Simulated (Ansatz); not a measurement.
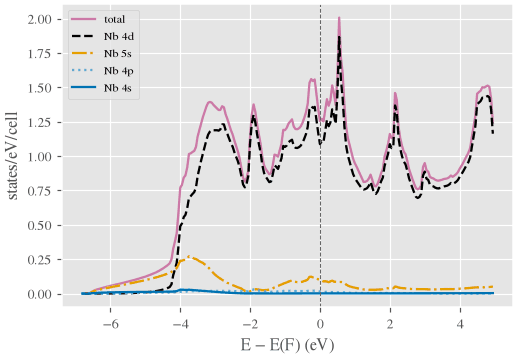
Total and projected density of states of Nb (fcc (Cu type), Fm-3m), r²SCAN in the plane-wave PAW code Ansatz

Problem. Which orbitals carry the states next to the Fermi level?

Solution. Within 0.5 eV of the Fermi level: Nb 4d 88 %, Nb 5s 7 %. Projections are on Löwdin-orthogonalised atomic valence shells; empty p or d shells of many metals are not among them.

The workflow started from an entry of the Crystallography Open Database (COD), which files this formula under 2 space groups. It is not the phase usual at ambient conditions (space group No. 229). Symmetry was held in the r²SCAN relaxation. At this level the phase is mechanically unstable. No spin polarisation was allowed. Spin–orbit coupling is left out wherever it is not named.

Potentials: the earlier of the program's two PAW sets.
